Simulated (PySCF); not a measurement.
**TiF₃: structure of the doublet**

The task is one start of a wider search on TiF₃: the doublet, from a trigonal pyramidal start. It is relaxed, tested by its Hessian and followed downhill if it is a saddle.

Method: PBE0, basis Ti def2-TZVP, F def2-TZVP, no relativity, density fitting; program: PySCF 2.14.0.

## Step 1: Starting geometry

4 atoms, charge 0, spin multiplicity 2.

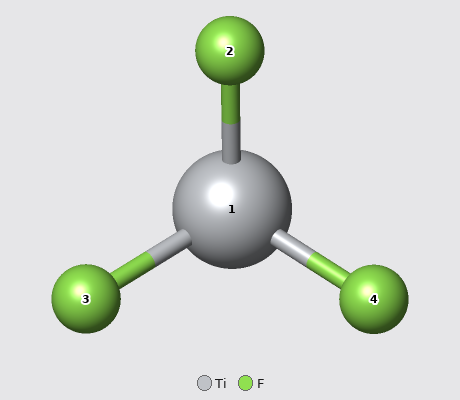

Start geometry, drawn with titanium light grey, fluorine green; atoms are numbered from 1 in the order of the file.

Coordinates in bohr (charge 0 multiplicity 2):
```
Ti    0.0000    0.0000    0.0000
F     3.3371    0.0000    1.7743
F    -1.6684    2.8900    1.7743
F    -1.6684   -2.8900    1.7743
```

## Step 2: The SCF at the typed geometry

One driver script runs all steps and calls PySCF; scf.py shows how it sets up the SCF of each step. The optimiser is the driver's own. After this first run the driver tries any further starts and a stability analysis.

scf.py reads:

```python
from pyscf import gto, scf, dft
mol = gto.M(atom='''
Ti     0.000000     0.000000     0.000000
F      1.765900     0.000000     0.938900
F     -0.882900     1.529300     0.938900
F     -0.882900    -1.529300     0.938900''',
    basis={'Ti': 'def2-TZVP', 'F': 'def2-TZVP'},
    charge=0, spin=1)
mf = dft.UKS(mol, xc='PBE0')
mf.grids.atom_grid = (50, 194)
aux = {'Ti': 'def2-universal-JKFIT', 'F': 'def2-universal-JKFIT'}
mf = mf.density_fit(auxbasis=aux)
mf.conv_tol = 1e-08
mf.diis_space = 10
mf.max_cycle = 60
mf.init_guess = 'minao'
mf.verbose = 4
mf.kernel()
```

Command:

```bash
> OMP_NUM_THREADS=4 python axn.py task.json out
```

What it wrote:

```text
init E= -1148.193896858
[... the frontier-level lines of each cycle are left out ...]
cycle= 1 E= -1148.24174137304  delta_E= -0.0478  |g|= 1.03  |ddm|= 1.34
cycle= 2 E= -1120.8380460869  delta_E= 27.4  |g|= 8.28  |ddm|= 3.14
cycle= 3 E= -1147.72484630693  delta_E= -26.9  |g|= 1.86  |ddm|= 2.57
cycle= 4 E= -1148.63836302719  delta_E= -0.914  |g|= 0.588  |ddm|= 0.419
cycle= 5 E= -1148.74801372299  delta_E= -0.11  |g|= 0.18  |ddm|= 0.248
cycle= 6 E= -1148.75871395197  delta_E= -0.0107  |g|= 0.0451  |ddm|= 0.0949
cycle= 7 E= -1148.75960322973  delta_E= -0.000889  |g|= 0.0151  |ddm|= 0.0415
cycle= 8 E= -1148.75973244115  delta_E= -0.000129  |g|= 0.00513  |ddm|= 0.0196
cycle= 9 E= -1148.75976054485  delta_E= -2.81e-05  |g|= 0.00271  |ddm|= 0.013
cycle= 10 E= -1148.75976410145  delta_E= -3.56e-06  |g|= 0.000958  |ddm|= 0.00338
cycle= 11 E= -1148.75976450581  delta_E= -4.04e-07  |g|= 0.000139  |ddm|= 0.000561
cycle= 12 E= -1148.7597645267  delta_E= -2.09e-08  |g|= 4.14e-05  |ddm|= 0.00019
cycle= 13 E= -1148.75976453127  delta_E= -4.58e-09  |g|= 1.94e-05  |ddm|= 0.00011
Extra cycle  E= -1148.75976453224  delta_E= -9.68e-10  |g|= 2.42e-05  |ddm|= 4.99e-05
converged SCF energy = -1148.75976453224  <S^2> = 0.75485522  2S+1 = 2.0048493
```

This step, with its further starts and checks, needed 21 s of wall time on 4 threads of Arm Neoverse V2, shared host.

The starts that the driver tried:

```csv
start,energy (Eh)
the minimal-basis guess,-1148.759765
a thermally smeared density,-1148.759765
a smeared PBE density,-1148.759765
```

The test of internal stability and the other starts found no lower solution of this spin.

## Step 3: Relaxation: trigonal pyramidal start, doublet

The program finds C3v symmetry in the start, which this walk keeps.

scf.py: that of step 2 with these lines changed.

```diff
@@ -3,4 +3,4 @@
-Ti     0.000000     0.000000     0.000000
-F      1.765900     0.000000     0.938900
-F     -0.882900     1.529300     0.938900
-F     -0.882900    -1.529300     0.938900''',
+Ti    -0.000003     0.000000    -0.509922
+F      1.765877     0.000000     0.428969
+F     -0.882935     1.529293     0.428983
+F     -0.882935    -1.529293     0.428983''',
@@ -16 +15,0 @@
-mf.init_guess = 'minao'
```

Energy and gradient, step by step:

```
step   energy (Eh)  change (kJ/mol)  largest symmetric gradient (Eh/bohr)
   0  -1148.759764             0.00                               0.14925
   1  -1148.827522          -177.90                               0.07336
   2  -1148.840273          -211.38                               0.03594
   3  -1148.849401          -235.34                               0.01791
   4  -1148.851378          -240.53                               0.01220
   5  -1148.852537          -243.57                               0.00500
   6  -1148.852856          -244.41                               0.00186
   7  -1148.852964          -244.70                               0.00098
   8  -1148.853008          -244.81                               0.00051
   9  -1148.853026          -244.86                               0.00035
  10  -1148.853032          -244.87                               0.00018
  11  -1148.853034          -244.88                               0.00007
```

The walk took 33 s.

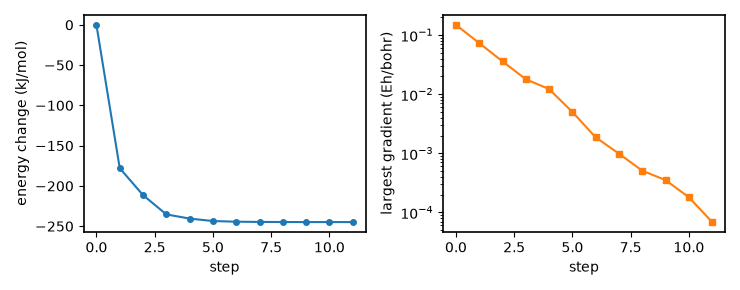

How energy and gradient fall.

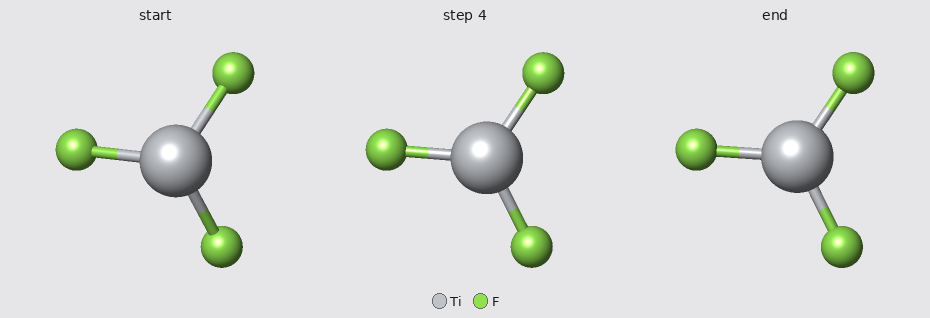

Start and end of the relaxation, with a step between.

End point (D3h, 11 steps, 244.9 kJ/mol gained): Ti–F 1.770 Å (×3); F–Ti–F 120.0° (×3).

## Step 4: Hessian and properties

The point is checked on the finer grid, and tightened if its gradient asks for it. The Hessian and the dipole derivatives come from central differences of analytic gradients, with steps of 0.02 bohr.

scf.py: that of step 3 with these lines changed.

```diff
@@ -3,4 +3,4 @@
-Ti    -0.000003     0.000000    -0.509922
-F      1.765877     0.000000     0.428969
-F     -0.882935     1.529293     0.428983
-F     -0.882935    -1.529293     0.428983''',
+Ti    -0.000000     0.000000     0.000000
+F      1.769573     0.000000    -0.000009
+F     -0.884787     1.532495     0.000005
+F     -0.884787    -1.532495     0.000005''',
@@ -10 +10 @@
-mf.grids.atom_grid = (50, 194)
+mf.grids.atom_grid = (75, 302)
@@ -13 +13 @@
-mf.conv_tol = 1e-08
+mf.conv_tol = 1e-10
```

The driver hands on the density of the step before, so the log starts near convergence.

SCF at the final geometry:

```text
init E= -1148.85328570081
[... the frontier-level lines of each cycle are left out ...]
cycle= 1 E= -1148.85328570081  delta_E= -1.14e-12  |g|= 2.24e-06  |ddm|= 3.58e-06
Extra cycle  E= -1148.85328570081  delta_E= -6.82e-13  |g|= 4.54e-06  |ddm|= 4.22e-06
converged SCF energy = -1148.85328570081  <S^2> = 0.75249451  2S+1 = 2.002493
```

The whole step took 42 s.

Geometry: D3h; Ti–F 1.770 Å (×3); F–Ti–F 120.0° (×3).

Harmonic modes (main isotopes):

```
symmetry  ω (cm⁻¹)  IR (km/mol)  μ (u)
    a2''       101         49.2  28.27
      e'       177         27.9  20.84
     a1'       662          0.0  19.00
      e'       773          564  24.99
```

Every mode is real; the point is a minimum.

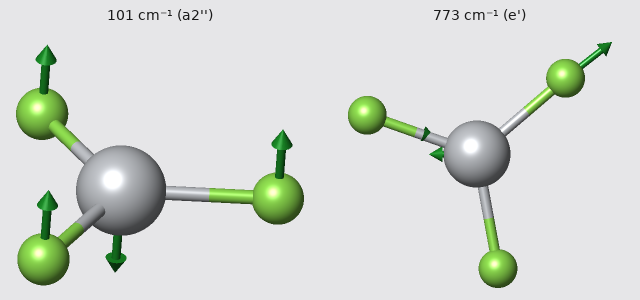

How the atoms move in 2 of the modes.

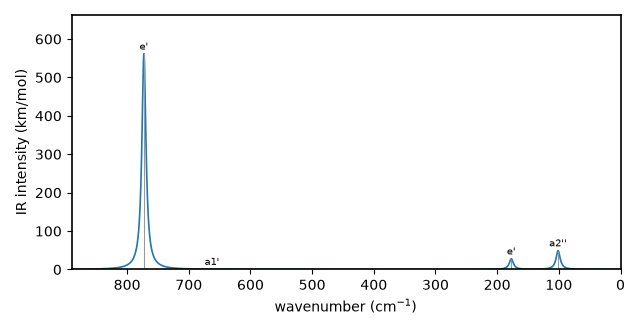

The harmonic infrared spectrum (widths in cm⁻¹). Lines are broadened to a width of 8 cm⁻¹ (Lorentzian).

Properties at this point:

```
Dipole moment                                                   : 0.00 D
Highest occupied level                                          : -7.29 eV
Lowest empty level                                              : -2.57 eV
Rotational constants                                            : 0.1889, 0.1889, 0.09445 cm⁻¹
Zero-point energy                                               : 15.9 kJ/mol
Principal polarisabilities                                      : 25.6, 29.1, 29.1 bohr³
Atomisation energy without zero-point energy                    : 1789 kJ/mol
Principal traceless quadrupole moments about the centre of mass : -4.32, -4.32, 8.63 D Å
Entropy at 298.15 K and 1 bar (electronic part: spin only)      : 302.7 J/(mol K)
Heat capacity Cp at 298.15 K                                    : 66.7 J/(mol K)
Enthalpy at 298.15 K above 0 K                                  : 15.77 kJ/mol
Rotational symmetry number                                      : 6
Spin squared ⟨S²⟩                                               : 0.752
```

Charges (e) and bond orders:

| atom | Mulliken | Löwdin | polar tensor | spin (Mulliken) | Mayer order to Ti1 |
| --- | --- | --- | --- | --- | --- |
| Ti1 | 1.45 | 0.67 | 2.16 | 1.04 | – |
| F2,3,4 | -0.48 | -0.22 | -0.72 | -0.01 | 0.91 |

Mulliken populations on Ti1: s 6.22, p 12.21, d 2.06, f 0.06.

## Step 5: What came out

```
                                          quantity                                      value
                                           minimum                               doublet, D3h
                                          geometry      Ti–F 1.770 Å (×3); F–Ti–F 120.0° (×3)
                                wavenumbers (cm⁻¹)  101 (a2''), 177 (e'), 662 (a1'), 773 (e')
                                     dipole moment                                     0.00 D
highest occupied, lowest empty level (either spin)                            -7.29, -2.57 eV
                        polar-tensor charge of Ti1                                    +2.16 e
                                 zero-point energy                                15.9 kJ/mol
                               entropy at 298.15 K                            302.7 J/(mol K)
         atomisation energy (no zero-point energy)                                1789 kJ/mol
                                              ⟨S²⟩                                      0.752
```

**Reading.** From C3v at the start the molecule goes to a D3h minimum. The strongest infrared band lies at 773 cm⁻¹ (e', stretch). Ti1 has a polar-tensor charge of +2.2 e (a dipole derivative, not a static charge), yet symmetry cancels the bond dipoles. Most of the spin sits on Ti1 (Mulliken spin 1.04, against 1 for the whole molecule). Other starts or spin states, not run here, may lie lower. One determinant may miss the lowest occupation of an open d or f shell.

The search up to here took 96 s.
